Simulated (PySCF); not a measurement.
# Atomic calculation, with input and output: Ca²⁺

- system: Ca²⁺, configuration 1s2 2s2 2p6 3s2 3p6, multiplicity 1.
- method: unrestricted r2SCAN, STO-3G, non-relativistic, point nucleus (PySCF)

## The input
```python
from pyscf import gto, scf, dft, mp, cc
import basis_set_exchange as bse
mol = gto.M(atom="Ca 0 0 0", charge=2, spin=0, symmetry="D2h",
            basis=gto.basis.parse(bse.get_basis("STO-3G", elements=["Ca"], fmt="nwchem", header=False)))
mf = dft.UKS(mol, xc="R2SCAN")
mf.irrep_nelec = {'Ag': (3, 3), 'B1u': (2, 2), 'B2u': (2, 2), 'B3u': (2, 2)}
mf.kernel()
```

The script is an equivalent of what the driver set up; the driver started from orbitals of its own, so the log can be shorter than this script's would be, and it computed the properties (radii, ⟨L²⟩, response) afterwards. It held the occupations shell by shell, which the script's counts by irreducible representation don't always enforce.

Hardware: 1 thread of Arm Neoverse V1, 23 GiB of memory available, shared host.

The run was one of a batch that the task file lists, launched with:
```bash
OMP_NUM_THREADS=1 python <driver script> TASK.json OUT
```

## The program's output (extracts)
```
damping factor = 0
level_shift factor = 0
DIIS = <class 'pyscf.scf.diis.CDIIS'>
diis_start_cycle = 1
diis_space = 10
diis_damp = 0
SCF conv_tol = 1e-09
SCF conv_tol_grad = None
number electrons alpha = 9  beta = 9
XC functionals = R2SCAN
    J. W. Furness, A. D. Kaplan, J. Ning, J. P. Perdew, and J. Sun.,  J. Phys. Chem. Lett. 11, 8208-8215 (2020)
    J. W. Furness, A. D. Kaplan, J. Ning, J. P. Perdew, and J. Sun.,  J. Phys. Chem. Lett. 11, 9248-9248 (2020)
    J. W. Furness, A. D. Kaplan, J. Ning, J. P. Perdew, and J. Sun.,  J. Phys. Chem. Lett. 11, 8208-8215 (2020)
    J. W. Furness, A. D. Kaplan, J. Ning, J. P. Perdew, and J. Sun.,  J. Phys. Chem. Lett. 11, 9248-9248 (2020)
cycle= 1 E= -670.084036707322  delta_E= -0.000534  |g|= 0.000998  |ddm|= 0.0174
cycle= 2 E= -670.08403730356  delta_E= -5.96e-07  |g|= 0.000156  |ddm|= 0.00138
cycle= 3 E= -670.084037318337  delta_E= -1.48e-08  |g|= 3.05e-06  |ddm|= 0.000193
cycle= 4 E= -670.084037318342  delta_E= -4.77e-12  |g|= 3.15e-09  |ddm|= 3.46e-06
converged SCF energy = -670.084037318342  <S^2> = -3.5527137e-15  2S+1 = 1
```

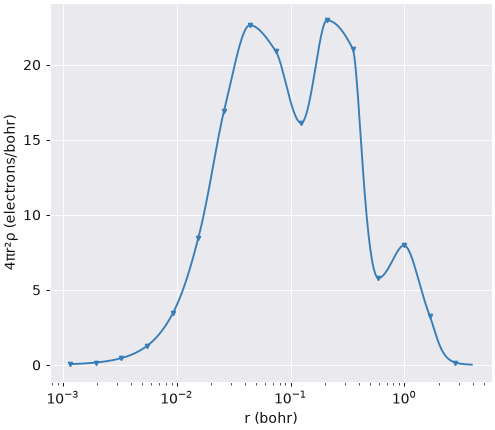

*Spherically averaged radial density 4πr²ρ of the mean field; markers are the stored points, which are sparse, and the line is a monotone interpolation between them.*

The largest stored value is 23.0 electrons/bohr at r = 0.21 bohr. Root-mean-square radii of the shells: 1s 0.0903, 2p 0.368, 2s 0.392, 3s 1.28, 3p 1.36 bohr.

## What the run reported

- outcome: converged
- total energy: −670.084037 hartree
- kinetic energy: 669.075626 hartree
- SCF iterations: 4

## What is odd here

The input is odd on purpose: minimal basis. The program ran to the end. Its numbers are those of this setting; this run alone doesn't show how far the oddity moves them.
